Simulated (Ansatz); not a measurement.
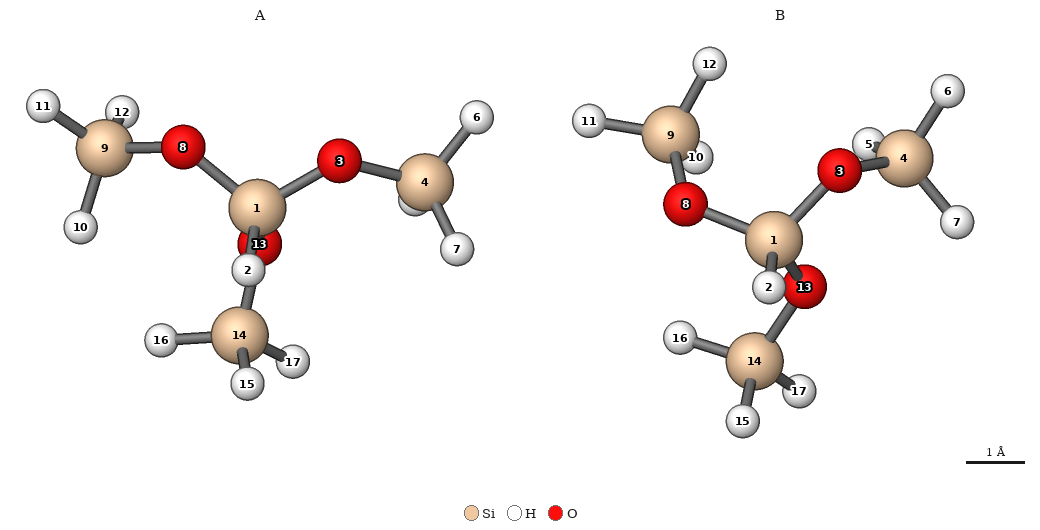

Two geometries of Si4H10O3, drawn at one scale. One is the start of a relaxation, the other its converged end. A ball-and-stick model, seen at a tilt.

These are results of RKS B3LYP-D4/STO-3G in Ansatz 0.2.0, not measurements. Set-up: no spin polarisation; force threshold 0.02 eV/Å; at most 40 steps.

Q: Which one is relaxed?

A: Structure B is the relaxed one. The run prepares the start of a later molecular dynamics calculation, from a guessed geometry. The energy falls by 8.16 kcal/mol in 32 accepted moves (33 points after the start). Largest force component: 0.77 eV/Å at the start, 0.018 eV/Å at the end. The line search rejected the trial step at point 4 of the run. H10 moves most after the best rigid fit: 2.43 Å. By element the largest moves are H 2.43 Å, O 1.05 Å, Si 0.89 Å. Some distances before and after: O3–Si4 1.680 → 1.699 Å, O13–Si14 1.680 → 1.692 Å, Si14–H15 1.460 → 1.451 Å. Among the angles between lasting bonds that change: Si1–O3–Si4 125.0° → 117.9°, O3–Si1–O13 109.5° → 102.7°, Si1–O8–Si9 125.0° → 119.5°. Groups turn about Si1–O8 by about 90°, Si1–O13 by about 55°, Si1–O3 by about 40°. The run took 2.8 min on 1 thread of Arm Neoverse V2 (shared host), peak memory 0.18 GiB.

Limits of the set-up: STO-3G is a minimal basis, so the numbers are rough.
